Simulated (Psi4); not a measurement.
**C2H4Si: single-point calculation**

C2H4Si, SMILES C#C[SiH3], computed with CCSD/6-311+G**, RHF (Psi4 1.11).

The geometry comes from this level: PBE0-D4/def2-TZVP.

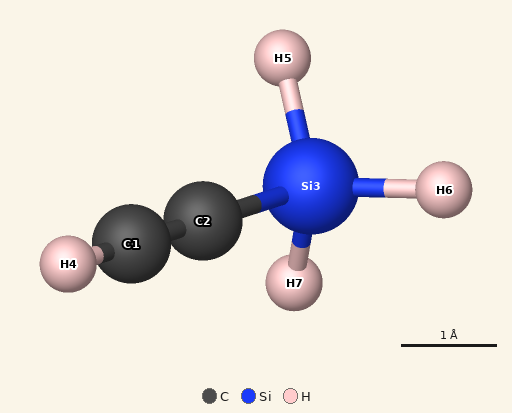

**Figure 1.** The structure as given in the input (ball-and-stick view, seen at a tilt; atoms are numbered from 1 in the order of the input). Bond lengths as drawn: C–C 1.21 Å, C–H 1.07 Å, C–Si 1.82 Å and H–Si 1.48 Å.

### Summary

| quantity | value |
| --- | --- |
| outcome | converged |
| total energy | −367.363300 hartree |
| SCF energy | −366.960764 hartree |
| MP2 energy | −367.331016 hartree |
| CCSD energy | −367.363300 hartree |
| correlation energy | −0.402536 hartree |
| basis functions | 98 |
| T1 diagnostic | 0.013 |
| HOMO of the SCF reference | −11.02 eV |
| LUMO of the SCF reference | 1.40 eV |
| hardware | 1 thread of Intel Xeon (Granite Rapids), 192 GiB of memory available, shared host |
| wall time | 19 s |
| peak memory | 0.91 GiB |

### Input (input.json)
```
{
  "schema_name": "qcschema_input",
  "schema_version": 1,
  "molecule": {
    "schema_name": "qcschema_molecule",
    "schema_version": 2,
    "symbols": ["C", "C", "Si", "H", "H", "H", "H"],
    "geometry": [-1.09736396, -3.53643347, 0.32541084, -0.41290516, -1.37288603, 0.11791891, 0.62323168, 1.89785195, -0.19615357, -1.70264324, -5.44902528, 0.50890325, -0.17857912, 2.88806844, -2.69285973, -0.53233585, 3.43571107, 1.842294, 3.41643586, 2.0085899, 0.00831479],
    "molecular_charge": 0,
    "molecular_multiplicity": 1,
    "fix_symmetry": "c1",
    "fix_com": true,
    "fix_orientation": true
  },
  "driver": "energy",
  "model": {
    "method": "ccsd",
    "basis": "6-311+G**"
  },
  "keywords": {
    "puream": true,
    "e_convergence": 1e-09,
    "d_convergence": 1e-08,
    "scf_type": "pk",
    "num_frozen_docc": 7
  }
}
```

Launched with:
```bash
psi4 --qcschema input.json -n 1 --memory 1600MB
```

### The program's output
```
Psi4 1.11 release

   => Loading Basis Set <=

    Name: 6-311+G**
    Role: ORBITAL
    Keyword: BASIS

         ---------------------------------------------------------
                                   SCF
                              RHF Reference
                        1 Threads,   1525 MiB Core
         ---------------------------------------------------------

  ==> Geometry <==

    Molecular point group: c1
    Full point group: C1

    Geometry (in Bohr), charge = 0, multiplicity = 1:

       Center              X                  Y                   Z               Mass
    ------------   -----------------  -----------------  -----------------  -----------------
         C           -1.097363960000    -3.536433470000     0.325410840000    12.000000000000
         C           -0.412905160000    -1.372886030000     0.117918910000    12.000000000000
         SI           0.623231680000     1.897851950000    -0.196153570000    27.976926534650
         H           -1.702643240000    -5.449025280000     0.508903250000     1.007825032230
         H           -0.178579120000     2.888068440000    -2.692859730000     1.007825032230
         H           -0.532335850000     3.435711070000     1.842294000000     1.007825032230
         H            3.416435860000     2.008589900000     0.008314790000     1.007825032230

  Running in c1 symmetry.

  Rotational constants: A =      2.84061  B =      0.16139  C =      0.16137 [cm^-1]
  Rotational constants: A =  85159.28476  B =   4838.29571  C =   4837.84668 [MHz]
  Nuclear repulsion =   83.047890723121355

  Charge       = 0
  Multiplicity = 1
  Electrons    = 30
  Nalpha       = 15
  Nbeta        = 15

  ==> Algorithm <==

  SCF Algorithm Type is PK.
  DIIS enabled.
  MOM disabled.
  Fractional occupation disabled.
  Guess Type is SAD.
  Energy threshold   = 1.00e-09
  Density threshold  = 1.00e-08
  Integral threshold = 1.00e-12

  ==> Primary Basis <==

  Basis Set: 6-311+G**
    Blend: 6-311+G**
    Number of shells: 50
    Number of basis functions: 98
    Number of Cartesian functions: 101
    Spherical Harmonics?: true
    Max angular momentum: 2

  ==> Integral Setup <==

  Using in-core PK algorithm.
   Calculation information:
      Number of atoms:                   7
      Number of AO shells:              50
      Number of primitives:             87
      Number of atomic orbitals:       101
      Number of basis functions:        98

      Integral cutoff                 1.00e-12
      Number of threads:                 1

  Performing in-core PK
  Using 23537052 doubles for integral storage.
  We computed 732114 shell quartets total.
  Whereas there are 813450 unique shell quartets.

  ==> DiskJK: Disk-Based J/K Matrices <==

    J tasked:                  Yes
    K tasked:                  Yes
    wK tasked:                  No
    Memory [MiB]:             1144
    Schwarz Cutoff:          1E-12

  Minimum eigenvalue in the overlap matrix is 1.6296503457E-05.
  Reciprocal condition number of the overlap matrix is 2.3167206454E-06.
    Using symmetric orthogonalization.

  ==> Pre-Iterations <==

  SCF Guess: Superposition of Atomic Densities via on-the-fly atomic UHF (no occupation information).

   -------------------------
    Irrep   Nso     Nmo
   -------------------------
     A         98      98
   -------------------------
    Total      98      98
   -------------------------

  ==> Iterations <==

                        Total Energy        Delta E     RMS |[F,P]|

   @RHF iter SAD:  -365.91189860085854   -3.65912e+02   0.00000e+00
   @RHF iter   1:  -366.87691677961044   -9.65018e-01   3.71744e-03 ADIIS/DIIS
   @RHF iter   2:  -366.94763378841594   -7.07170e-02   1.46067e-03 ADIIS/DIIS
   @RHF iter   3:  -366.95943274594578   -1.17990e-02   3.75868e-04 ADIIS/DIIS
   @RHF iter   4:  -366.96052717573644   -1.09443e-03   1.80460e-04 ADIIS/DIIS
   @RHF iter   5:  -366.96075568430331   -2.28509e-04   3.32605e-05 DIIS
   @RHF iter   6:  -366.96076396198345   -8.27768e-06   6.87903e-06 DIIS
   @RHF iter   7:  -366.96076444679147   -4.84808e-07   1.29185e-06 DIIS
   @RHF iter   8:  -366.96076446762993   -2.08385e-08   2.36825e-07 DIIS
   @RHF iter   9:  -366.96076446845711   -8.27185e-10   3.75778e-08 DIIS
   @RHF iter  10:  -366.96076446847758   -2.04636e-11   4.70018e-09 DIIS
  Energy and wave function converged.

  ==> Post-Iterations <==

    Orbital Energies [Eh]
    ---------------------

    Doubly Occupied:

       1A    -68.795126     2A    -11.247274     3A    -11.224825
       4A     -6.141122     5A     -4.248674     6A     -4.247993
       7A     -4.247992     8A     -1.031970     9A     -0.783908
      10A     -0.716044    11A     -0.559952    12A     -0.500848
      13A     -0.500826    14A     -0.405054    15A     -0.405051

    Virtual:

      16A      0.051294    17A      0.067961    18A      0.080438
      19A      0.080439    20A      0.081841    21A      0.109947
      22A      0.109954    23A      0.151216    24A      0.151219
      25A      0.170464    26A      0.181307    27A      0.181339
      28A      0.203194    29A      0.229231    30A      0.256698
      31A      0.257037    32A      0.257049    33A      0.293213
      34A      0.320175    35A      0.374006    36A      0.374012
      37A      0.469934    38A      0.523626    39A      0.536901
      40A      0.536930    41A      0.617296    42A      0.716126
      43A      0.716129    44A      0.720939    45A      0.780127
      46A      0.780129    47A      0.848570    48A      0.900627
      49A      0.902557    50A      0.902563    51A      1.014090
      52A      1.073129    53A      1.073171    54A      1.097966
      55A      1.314998    56A      1.384464    57A      1.384506
      58A      1.396171    59A      1.416154    60A      1.416205
      61A      1.471635    62A      1.471653    63A      1.526371
      64A      1.580640    65A      1.676715    66A      1.676730
      67A      1.829360    68A      1.829399    69A      1.888114
      70A      1.888133    71A      1.896699    72A      1.989547
      73A      1.989562    74A      2.128089    75A      2.226440
      76A      2.406934    77A      2.407025    78A      2.668333
      79A      2.668341    80A      2.834205    81A      2.917807
      82A      2.939349    83A      2.939386    84A      3.068857
      85A      3.138682    86A      3.138684    87A      3.375870
      88A      3.375873    89A      3.537401    90A      3.798659
      91A      3.902962    92A      6.275808    93A     12.304793
      94A     12.304860    95A     12.378441    96A     24.597676
      97A     26.140527    98A    144.084118

    Final Occupation by Irrep:
              A
    DOCC [    15 ]
    NA   [    15 ]
    NB   [    15 ]

  @RHF Final Energy:  -366.96076446847758

   => Energetics <=

    Nuclear Repulsion Energy =             83.0478907231213554
    One-Electron Energy =                -669.9039893551090472
    Two-Electron Energy =                 219.8953341635101140
    Total Energy =                       -366.9607644684775778

Computation Completed

Properties will be evaluated at   0.000000,   0.000000,   0.000000 [a0]

Properties computed using the SCF density matrix

 Multipole Moments:

 ------------------------------------------------------------------------------------
     Multipole            Electronic (a.u.)      Nuclear  (a.u.)        Total (a.u.)
 ------------------------------------------------------------------------------------

 L = 1.  Multiply by 2.5417464519 to convert [e a0] to [Debye]
 Dipole X            :         -0.7163272            0.6665064           -0.0498207
 Dipole Y            :         -0.1554635           -0.0026456           -0.1581091
 Dipole Z            :          0.4347546           -0.4195192            0.0152354
 Magnitude           :                                                    0.1664714

 ------------------------------------------------------------------------------------

	total time  =          3 seconds =       0.05 minutes
 MINTS: Wrapper to libmints.

   Calculation information:
      Number of threads:                 1
      Number of atoms:                   7
      Number of AO shells:              50
      Number of SO shells:              50
      Number of primitives:             87
      Number of atomic orbitals:       101
      Number of basis functions:        98

      Number of irreps:                  1
      Integral cutoff                 1.00e-12
      Number of functions per irrep: [  98 ]

 OEINTS: Overlap, kinetic, potential, dipole, and quadrupole integrals
         stored in file 35.

      Computing two-electron integrals...done
      Computed 10546347 non-zero two-electron integrals.
        Stored in file 33.

	Wfn Parameters:
	--------------------
	Wavefunction         = CCSD
	Number of irreps     = 1
	Number of MOs        = 98
	Number of active MOs = 91
	AO-Basis             = NONE
	Semicanonical        = false
	Reference            = RHF
	Print Level          = 1

	IRREP	# MOs	# FZDC	# DOCC	# SOCC	# VIRT	# FZVR
	-----	-----	------	------	------	------	------
	 A	   98	    7	    8	    0	    83	    0
	Transforming integrals...
	IWL integrals will be deleted.
	(OO|OO)...
	Presorting SO-basis two-electron integrals.
	Sorting File: SO Ints (nn|nn) nbuckets = 1
	Constructing frozen core operators
	Starting first half-transformation.
	Sorting half-transformed integrals.
	First half integral transformation complete.
	Starting second half-transformation.
	Two-electron integral transformation complete.
	(OO|OV)...
	Starting second half-transformation.
	Two-electron integral transformation complete.
	(OO|VV)...
	Starting second half-transformation.
	Two-electron integral transformation complete.
	(OV|OO)...
	Starting first half-transformation.
	Sorting half-transformed integrals.
	First half integral transformation complete.
	Starting second half-transformation.
	Two-electron integral transformation complete.
	(OV|OV)...
	Starting second half-transformation.
	Two-electron integral transformation complete.
	(OV|VV)...
	Starting second half-transformation.
	Two-electron integral transformation complete.
	(VV|OO)...
	Starting first half-transformation.
	Sorting half-transformed integrals.
	First half integral transformation complete.
	Starting second half-transformation.
	Two-electron integral transformation complete.
	(VV|OV)...
	Starting second half-transformation.
	Two-electron integral transformation complete.
	(VV|VV)...
	Starting second half-transformation.
	Two-electron integral transformation complete.
	Frozen core energy     =   -405.74679027546830

	Size of irrep 0 of <ab|cd> integrals:     47.458 (MW) /    379.667 (MB)
	Total:                                    47.458 (MW) /    379.667 (MB)

	Size of irrep 0 of <ia|bc> integrals:      4.574 (MW) /     36.594 (MB)
	Total:                                     4.574 (MW) /     36.594 (MB)

	Size of irrep 0 of tijab amplitudes:       0.441 (MW) /      3.527 (MB)
	Total:                                     0.441 (MW) /      3.527 (MB)

	Nuclear Rep. energy          =     83.04789072312136
	SCF energy                   =   -366.96076446847758
	One-electron energy          =    -78.71642324472261
	Two-electron energy          =     34.45455832859248
	Reference energy             =   -366.96076446847707

	total time  =          5 seconds =       0.08 minutes
            **************************
            *                        *
            *        CCENERGY        *
            *                        *
            **************************

    Nuclear Rep. energy (wfn)     =   83.047890723121355
    SCF energy          (wfn)     = -366.960764468477578
    Reference energy    (file100) = -366.960764468477066

    Input parameters:
    -----------------
    Wave function   =     CCSD
    Reference wfn   =     RHF
    Brueckner       =     No
    Memory (Mbytes) =     1600.0
    Maxiter         =     50
    R_Convergence   =     1.0e-07
    E_Convergence   =     1.0e-09
    Restart         =     Yes
    DIIS            =     Yes
    AO Basis        =     NONE
    ABCD            =     NEW
    Cache Level     =     2
    Cache Type      =     LOW
    Print Level     =     1
    Num. of threads =     1
    # Amps to Print =     10
    Print MP2 Amps? =     No
    Analyze T2 Amps =     No
    Print Pair Ener =     No
    Local CC        =     No
    SCS-MP2         =     False
    SCSN-MP2        =     False
    SCS-CCSD        =     False

MP2 correlation energy -0.3702519177131641
                Solving CC Amplitude Equations
                ------------------------------
  Iter             Energy              RMS        T1Diag      D1Diag    New D1Diag    D2Diag
  ----     ---------------------    ---------   ----------  ----------  ----------   --------
     0        -0.370251917713164    0.000e+00    0.000000    0.000000    0.000000    0.160874
     1        -0.384669237683471    7.008e-02    0.009904    0.024086    0.024086    0.160602
     2        -0.399410170136504    2.667e-02    0.010758    0.024640    0.024640    0.172552
     3        -0.402138245470836    1.031e-02    0.012452    0.028274    0.028274    0.177094
     4        -0.402453471456023    3.483e-03    0.012748    0.028683    0.028683    0.179372
     5        -0.402527708724072    8.967e-04    0.012802    0.028776    0.028776    0.179910
     6        -0.402530146872681    2.672e-04    0.012793    0.028765    0.028765    0.180004
     7        -0.402533933493393    6.832e-05    0.012788    0.028758    0.028758    0.180024
     8        -0.402535700748824    2.136e-05    0.012786    0.028757    0.028757    0.180032
     9        -0.402535562012247    5.896e-06    0.012786    0.028757    0.028757    0.180033
    10        -0.402535540860327    1.985e-06    0.012785    0.028756    0.028756    0.180034
    11        -0.402535607537394    7.331e-07    0.012785    0.028756    0.028756    0.180034
    12        -0.402535600794748    1.848e-07    0.012785    0.028756    0.028756    0.180034
    13        -0.402535610610197    6.107e-08    0.012785    0.028756    0.028756    0.180034
    14        -0.402535610964886    1.868e-08    0.012785    0.028756    0.028756    0.180034
    15        -0.402535610547047    6.110e-09    0.012785    0.028756    0.028756    0.180034

    Iterations converged.

    Largest TIA Amplitudes:
              6  27         0.0142043538
              7  26         0.0142043146
              6   8         0.0111670308
              7   7         0.0111667465
              6  29         0.0081381541
              7  30         0.0081380461
              3  12         0.0081229527
              7  34        -0.0078960727
              6  33         0.0078935459
              7  27         0.0074676782

    Largest TIjAb Amplitudes:
      7   7  15  15        -0.0325467167
      6   6  16  16        -0.0325410206
      7   7   5  15        -0.0279853699
      7   7  15   5        -0.0279853699
      6   6   6  16        -0.0279851732
      6   6  16   6        -0.0279851732
      6   6   6   6        -0.0264419519
      7   7   5   5        -0.0264410815
      6   6   8   8        -0.0196052748
      7   7   7   7        -0.0196022433

    SCF energy       (wfn)                    = -366.960764468477578
    Reference energy (file100)                = -366.960764468477066

    Opposite-spin MP2 correlation energy      =   -0.289731836314674
    Same-spin MP2 correlation energy          =   -0.080520081398490
    Singles MP2 correlation energy            =   -0.000000000000000
    MP2 correlation energy                    =   -0.370251917713164
      * MP2 total energy                      = -367.331016386190242

    Opposite-spin CCSD correlation energy     =   -0.331570666072447
    Same-spin CCSD correlation energy         =   -0.070964944474599
    Singles CCSD correlation energy           =    0.000000000000000
    CCSD correlation energy                   =   -0.402535610547047
      * CCSD total energy                     = -367.363300079024100

    Psi4 run time: 0:00:17.89
```

### File result.json
```
{
 "driver": "energy",
 "model": {
  "method": "ccsd",
  "basis": "6-311+G**"
 },
 "success": true,
 "return_result": -367.3633000790241,
 "properties": {
  "calcinfo_nbasis": 98,
  "calcinfo_nmo": 98,
  "calcinfo_nalpha": 15,
  "calcinfo_nbeta": 15,
  "calcinfo_natom": 7,
  "nuclear_repulsion_energy": 83.04789072312136,
  "return_energy": -367.3633000790241,
  "scf_one_electron_energy": -669.903989355109,
  "scf_two_electron_energy": 219.8953341635101,
  "scf_dipole_moment": [-0.049820727196542736, -0.1581091058462713, 0.015235443358581291],
  "scf_total_energy": -366.9607644684776,
  "scf_iterations": 10,
  "mp2_same_spin_correlation_energy": -0.08052008139849015,
  "mp2_opposite_spin_correlation_energy": -0.289731836314674,
  "mp2_singles_energy": -5.080970769322648e-25,
  "mp2_doubles_energy": -0.3702519177131641,
  "mp2_correlation_energy": -0.3702519177131641,
  "mp2_total_energy": -367.33101638619024,
  "ccsd_same_spin_correlation_energy": -0.07096494447459911,
  "ccsd_opposite_spin_correlation_energy": -0.3315706660724469,
  "ccsd_singles_energy": 0.0,
  "ccsd_doubles_energy": -0.402535610547046,
  "ccsd_correlation_energy": -0.4025356105470469,
  "ccsd_total_energy": -367.3633000790241,
  "ccsd_iterations": 15
 }
}
```

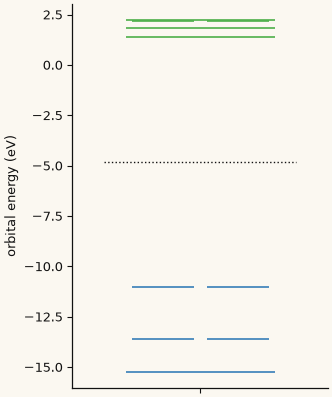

**Figure 2.** Orbital energies near the frontier (SCF reference); the dotted line parts filled from empty levels, and levels within 0.02 eV of each other stand side by side. Highest filled −11.02 eV, lowest empty 1.40 eV, 12.42 eV apart.
